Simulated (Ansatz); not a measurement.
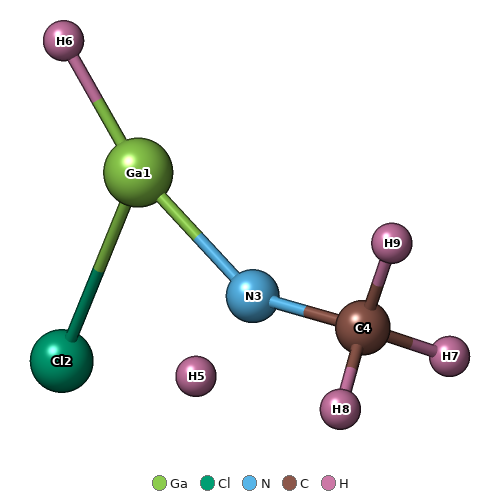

The system is the reacting system CH5ClGaN (fragments CH₅ClGaN where the first distance is long, CH₄GaN + ClH where the second is long); the picture shows the reference structure. 
- The first coordinate is: distance Cl2–H5 (bond that forms); the second: distance Ga1–Cl2 (bond that breaks).
- Relaxed at each point: all other coordinates.
- Grid: 11 × 11 points.
- Points are written as (first, second).
- Energies are in kJ/mol, from the lowest grid point.
- The reference is spin-restricted, so regions where a bond is pulled apart into radicals lie too high.
- Theory: RHF/def2-SVP (Ansatz).

Its coordinates:

```json
{"atom": "Ga", "x (Å)": "-1.2324", "y (Å)": "-1.0182", "z (Å)": "0.5202"}
{"atom": "Cl", "x (Å)": "0.7326", "y (Å)": "-2.7399", "z (Å)": "0.6005"}
{"atom": "N", "x (Å)": "0.0979", "y (Å)": "-0.0253", "z (Å)": "-0.0264"}
{"atom": "C", "x (Å)": "0.4547", "y (Å)": "1.3004", "z (Å)": "-0.4419"}
{"atom": "H", "x (Å)": "0.9278", "y (Å)": "-1.0641", "z (Å)": "0.0991"}
{"atom": "H", "x (Å)": "-2.6393", "y (Å)": "-1.4713", "z (Å)": "0.9270"}
{"atom": "H", "x (Å)": "0.9122", "y (Å)": "1.3006", "z (Å)": "-1.4349"}
{"atom": "H", "x (Å)": "1.1666", "y (Å)": "1.7647", "z (Å)": "0.2467"}
{"atom": "H", "x (Å)": "-0.4202", "y (Å)": "1.9530", "z (Å)": "-0.4903"}
```

Range: distance Cl2–H5 (bond that forms) from 1.197 to 2.697 Å; distance Ga1–Cl2 (bond that breaks) from 2.016 to 3.516 Å.

**Predict the map.**

The lowest grid point is at (2.697 Å, 2.217 Å). It lies at the edge of the scanned range, so the true minimum may lie outside. The highest grid point, (1.197 Å, 2.016 Å), lies 555 kJ/mol above the lowest.

```csv
"second ↓, first →",1.197,1.281,1.398,1.530,1.674,1.828,1.989,2.157,2.332,2.512,2.697
3.516,391,373,374,367,347,329,314,305,299,295,293
3.331,392,374,372,358,332,308,289,276,267,262,258
3.151,394,375,369,346,313,283,260,244,233,225,219
2.976,397,376,364,331,291,255,228,208,194,184,177
2.808,401,378,358,314,266,225,193,170,154,142,133
2.647,407,382,350,296,240,194,158,132,113,99,89
2.493,417,389,344,279,216,165,126,97,75,60,49
2.349,435,401,343,269,200,144,101,69,46,29,17
2.217,465,424,353,270,196,136,90,56,31,13,0
2.100,508,460,378,289,210,146,98,62,36,16,3
2.016,555,501,412,318,235,169,119,82,55,35,21
```

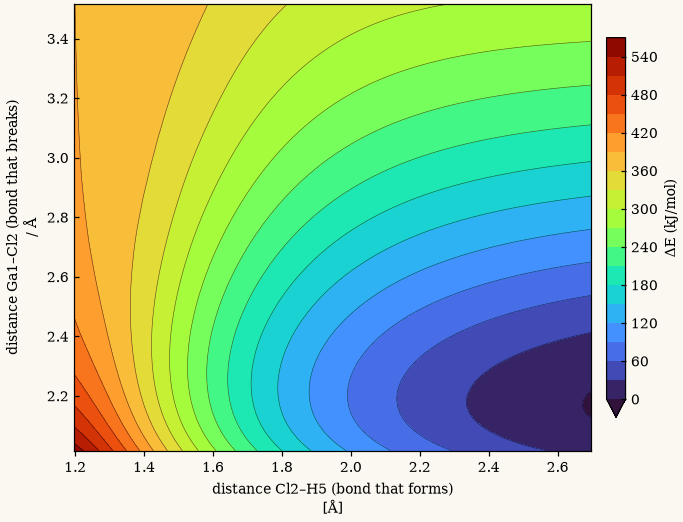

Drawn: filled contours. Between grid points the surface is interpolated.

Each point was launched as `ansatz run input.yaml --threads 1 --pin off --max-ram 2560MiB --backend cpu --events-out ev --progress --plain --runs-dir out`. Time for the 121 points that were run: 23 min on 1 thread of Intel(R) Xeon(R) Platinum 8488C (Sapphire Rapids), with other jobs on the host.
